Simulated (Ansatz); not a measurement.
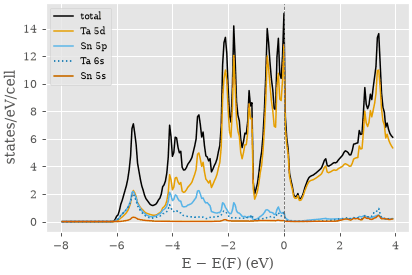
Figure. Total and projected density of states of Ta3Sn (A15 (Cr3Si type), Pm-3n), plane-wave PAW PBEsol (Ansatz code)

**Question.** Which orbitals carry the states next to the Fermi level?

**Answer.** Within 0.5 eV of the Fermi level: Ta 5d 86 %, Sn 5p 5 %. Projections are on Löwdin-orthogonalised atomic valence shells; empty p or d shells of many metals are not among them.

**Question.** Where is the tallest occupied peak in this window, and what makes it?

**Answer.** Near -1.8 eV, about 14 states/eV per cell; the largest projected share is Ta 5d.

The workflow started from an entry of the Crystallography Open Database (COD). Its standing as an ambient phase is unchecked. The PBEsol relaxation kept the symmetry of its start; its stability against distortions is not shown here. No spin polarisation was allowed. Scalar-relativistic: spin–orbit coupling is off unless named, which matters more the heavier the elements.

Potentials: the later of the program's two PAW sets.
